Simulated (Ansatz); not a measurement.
What 5 layers does to HfC

Consider HfC in the rock salt structure (space group Fm-3m, No. 225; a = 4.641 Å). Axes: x, y, z lie along the cube axes.

The change: a free-standing slab of 5 layers (10 atoms, 2 a layer) is cut normal to the z axis, with 15 Å of vacuum and the in-plane cell held at bulk.

All numbers come from r2SCAN/PAW in Ansatz (a program for electronic structure), without spin-orbit coupling. Γ-centred 14×14×1 mesh, Fermi–Dirac width 0.05 eV, for the changed cell.

* **Band gap**: zero (base zero)
* **Excess energy per area of both faces (slab less bulk energy over the cell's area: twice a surface energy)**: 3.8 J/m² (uncertain by up to 0.1 J/m²)
* **Thickness between the outermost nuclei**: 9.26 Å
* **Change of the spacing d12 from its bulk value of 2.320 Å**: -1.9 %
* **Change of the spacing d23 from its bulk value of 2.320 Å**: -0.1 %

Final structure:

```
CELL_PARAMETERS angstrom
      3.28147     0.00000     0.00000
      0.00000     3.28147     0.00000
      0.00000     0.00000    24.28140
ATOMIC_POSITIONS crystal
  C  0.25000 0.75000 0.30925
  Hf 0.75000 0.25000 0.31229
  C  0.75000 0.25000 0.40386
  Hf 0.25000 0.75000 0.40521
  C  0.25000 0.75000 0.50000
  Hf 0.75000 0.25000 0.50000
  C  0.75000 0.25000 0.59614
  Hf 0.25000 0.75000 0.59479
  C  0.25000 0.75000 0.69075
  Hf 0.75000 0.25000 0.68771
```

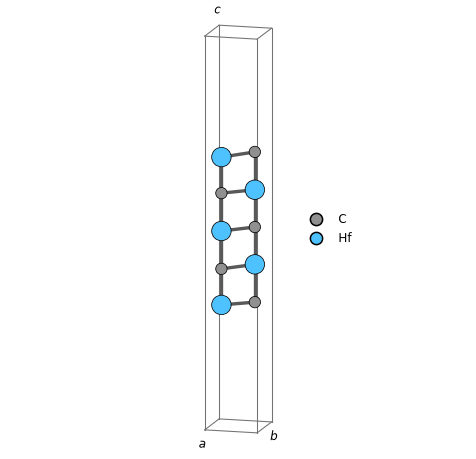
Figure: The relaxed cell after the change

The excess energy carries the mismatch between the slab's and the bulk's meshes. Whether these cells are dynamically stable was not tested. The final runs are not spin-polarised.
